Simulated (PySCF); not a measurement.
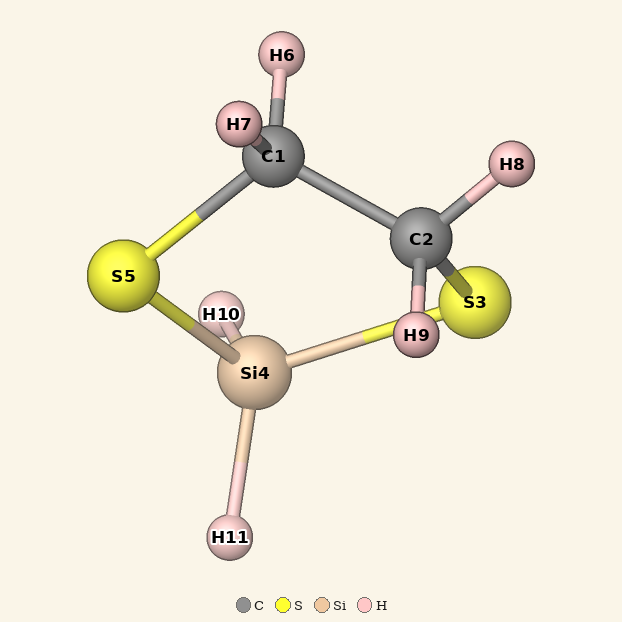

Distant atoms are faded towards the background colour. Computed geometry: PBE0-D3(BJ)/def2-SVP optimisation. No frequency run is at hand to confirm it as a minimum.

Question: What is the conformation of the ring C1–C2–S3–Si4–S5?

Answer: It is a twist (half-chair). The Cremer–Pople amplitude Q is 0.52 Å.

Question: Give the torsion angles round the ring, beginning with the bond from its second to its third atom.

Answer: −41°, 12°, 13°, −42°, 60°.
